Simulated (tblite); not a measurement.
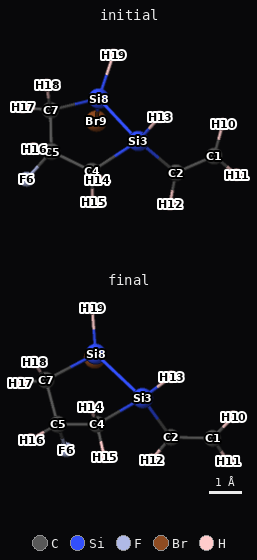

The structure of C₅H₁₀BrFSi₂ before (top) and after (bottom) a relaxation, at one scale.

Style: ball-and-stick. Shown at a tilt.

Level of theory: GFN2-xTB geometry optimisation, gas phase in tblite 0.8.0. 

Q: Describe what moved and what it gained.

A: The largest move after the best rigid fit is that of F6, 1.39 Å. By element the largest moves are F 1.39 Å, H 1.31 Å, Br 0.89 Å, C 0.57 Å, Si 0.37 Å. Among the contacts that change: Si3–C4 1.840 → 1.922 Å, C4–C5 1.442 → 1.524 Å, C5–C7 1.451 → 1.525 Å, Si3–Si8 2.254 → 2.323 Å. Bond angles that change, for instance: Si3–Si8–H19 110.6° → 125.1°, Br9–Si8–H19 111.7° → 101.1°, Si3–C2–H12 123.7° → 116.9°. Groups turn about C4–C5 by about 60°, Si3–C4 by about 50°, C5–C7 by about 30°. The energy falls by 0.965 eV in 122 geometry steps. Cost: 1.5 s on 1 thread of Arm Neoverse V1, on a shared host.
